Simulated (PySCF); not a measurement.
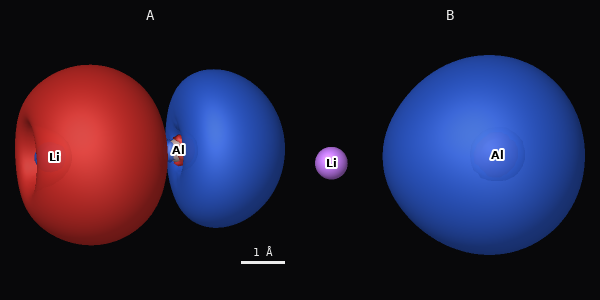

Figure. LiAl (charge +1, doublet). Two frontier β-spin orbitals, each drawn at the value that holds 80 % of its norm (blue and red are the two phases), in no order; of a degenerate pair one member is drawn.

All numbers below come from PBE0/cc-pVDZ(-PP), non-relativistic Hamiltonian with scalar-relativistic core potentials where named, at a bond length of 3.042 Å in PySCF 2.14.0.

Name the orbitals and rank them from lowest to highest energy.

Orbital B: σ, occupied in this spin, −13.26 eV; mainly on Al (95 %).
Orbital A: σ, empty in this spin, −6.60 eV; shared between the atoms (Li 30 %, Al 70 %).
